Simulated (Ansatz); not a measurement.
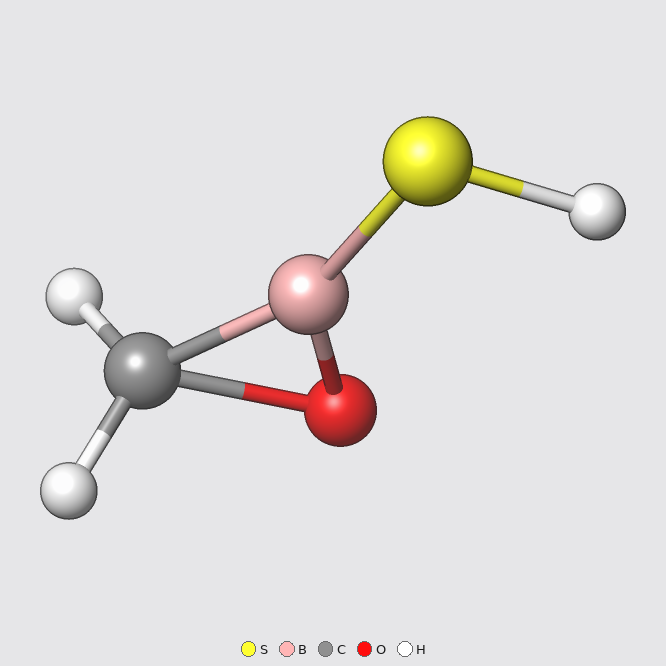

A ball-and-stick model of a molecule.

Identify the structure.

The molecule is CH₃BOS. SMILES: `SB1CO1`. Independent rings (smallest set): 1 of 3 members. This geometry has Cs symmetry. Coordination, clear cases only: 1 S bent.

More results for the same structure follow; atom numbers are the same in all pictures, views and colours differ. The geometry was computed by an optimisation with PBE0-D4/def2-TZVP.

**Shape**

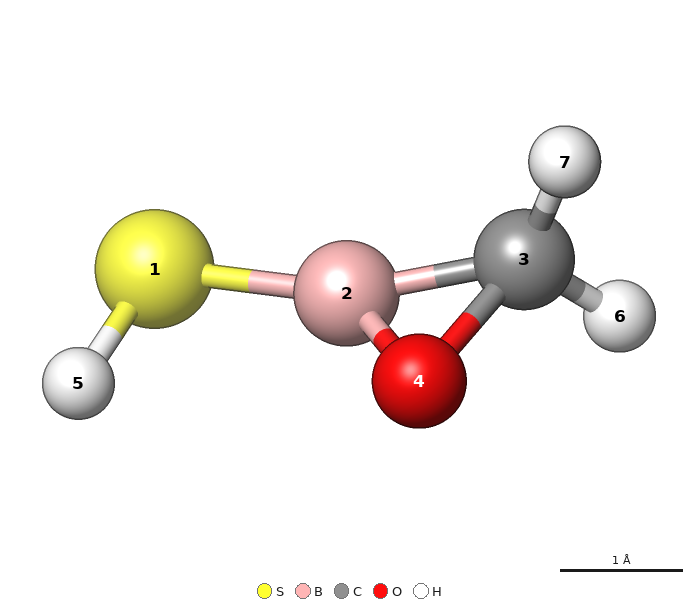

Atoms carry their numbers in the input.

What are the angles B2–S1–H5, S1–B2–C3, S1–B2–O4, C3–B2–O4, B2–C3–O4, B2–C3–H6, O4–C3–H6, H6–C3–H7, B2–O4–C3?

| angle | degrees |
| --- | --- |
| B2–S1–H5 | 95.5 |
| S1–B2–C3 | 156.2 |
| S1–B2–O4 | 140.6 |
| C3–B2–O4 | 63.2 |
| B2–C3–O4 | 52.9 |
| B2–C3–H6 | 122.1 |
| O4–C3–H6 | 112.7 |
| H6–C3–H7 | 114.9 |
| B2–O4–C3 | 63.9 |

**Thermal motion**

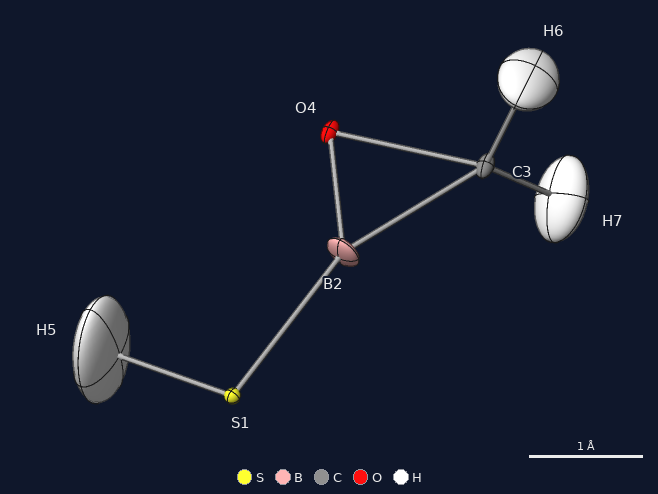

Displacement ellipsoids at the 50 % level, enlarged 1.5 times, from the internal vibrations of the free molecule (harmonic, no overall translation or rotation; no half-axis is drawn under 0.075 Å). Vibrations computed with RKS PBE0-D4/def2-TZVP (Ansatz 0.2.0). Temperature: 400 K.

List U_eq and the three principal root-mean-square amplitudes for each kind of atom.

| atom | U_eq (Å²) | rms amplitudes (Å) |
| --- | --- | --- |
| S1 | 0.00042 | 0.014, 0.019, 0.027 |
| B2 | 0.0041 | 0.033, 0.070, 0.079 |
| C3 | 0.0017 | 0.026, 0.034, 0.057 |
| O4 | 0.0013 | 0.018, 0.029, 0.054 |
| H5 | 0.0359 | 0.079, 0.182, 0.261 |
| H6, H7 | 0.0167 | 0.077, 0.119, 0.173 |

**Electronic properties**

Properties computed with RKS ωB97M-V/def2-TZVPP (Ansatz 0.2.0).

What is the HOMO–LUMO gap?

12.28 eV.

Estimate the HOMO energy (Kohn–Sham orbital).

−10.36 eV.

Estimate the dipole moment.

0.63 D.

Give the vertical ionisation energy at this level.

10.60 eV.

**Charges**

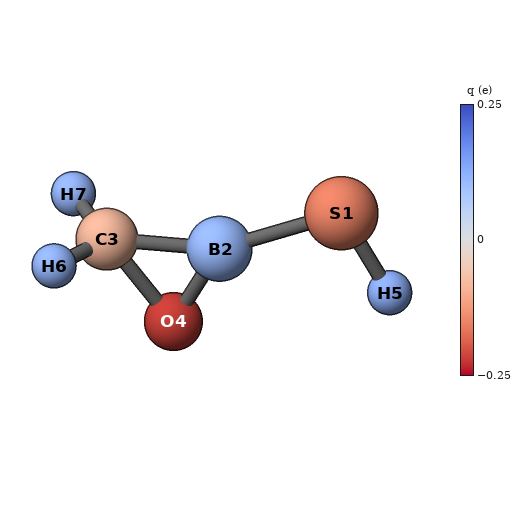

Atoms are coloured by their Mulliken charges. Method: RKS PBE-D4/def2-TZVPP (Ansatz 0.2.0).

Which atom carries the highest charge (most positive or least negative)?

H5 (0.12 e).

And the lowest?

O4 (−0.21 e).

List the Mulliken charges.

```csv
atom,value (e)
S1,−0.15
B2,0.10
C3,−0.08
O4,−0.21
H5,0.12
H6,0.11
H7,0.11
```

Mulliken values depend strongly on the basis set and can even reverse the polarity of a bond.
